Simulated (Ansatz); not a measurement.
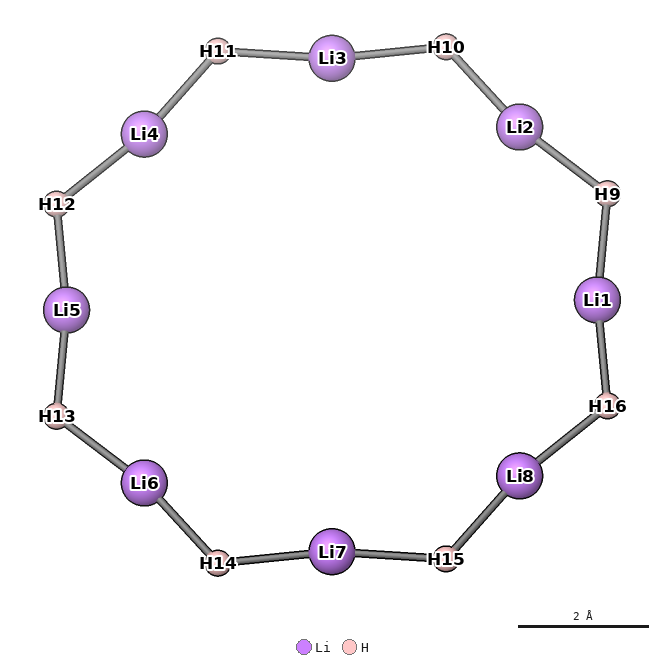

Source: calculation with Ansatz.

Orthographic view. Distant atoms are faded towards the background colour. Geometry: a fixed input geometry, not necessarily a minimum.

List the bonded neighbours of every atom.

Li1: H9, H16
Li2: H9, H10
Li3: H10, H11
Li4: H11, H12
Li5: H12, H13
Li6: H13, H14
Li7: H14, H15
Li8: H15, H16
H9: Li1, Li2
H10: Li2, Li3
H11: Li3, Li4
H12: Li4, Li5
H13: Li5, Li6
H14: Li6, Li7
H15: Li7, Li8
H16: Li1, Li8
(terminal hydrogens appear only as neighbours)
